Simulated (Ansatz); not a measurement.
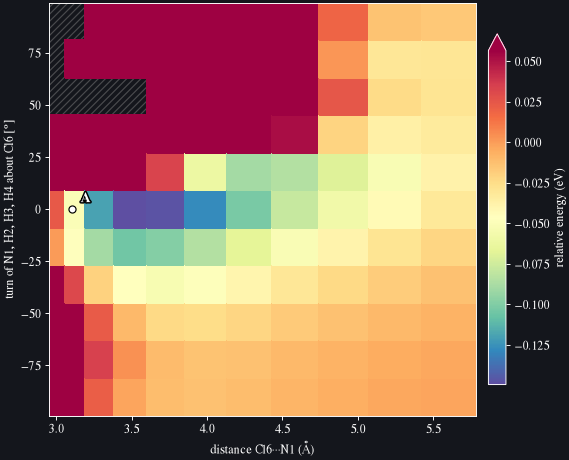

The pair H₃N···CH₃Cl. The turn is about an axis along (0.95, −0.32, 0.05) in the frame of the relaxed pair, normal to the line between the partners. First axis: distance Cl6···N1. Second axis: turn of N1, H2, H3, H4 about Cl6. Grid: 11 × 11 points. At 7 points there is no value (left out of the scan, as a rule where atoms come close). Points are written as (first, second). Energies: eV, counted from the two partners far apart, frozen as in the relaxed pair, each in its own basis (no counterpoise correction). Energies and slopes of some neighbouring points disagree (a jump in structure or state, or too coarse a mesh). Computed with RKS PBE0-D4/def2-TZVPD (Ansatz).

Drawn: one coloured cell a grid point, one colour for all values above the top of the scale, hatched blanks where no value was computed, the point A.

### Is A at rest? If not, where is it pushed?

A, at (3.107 Å, 0°), is not a stationary point. The computed force is 0.58 eV for each Å towards larger values of distance Cl6···N1 and 0.01 eV for each degree towards smaller values of the second coordinate.
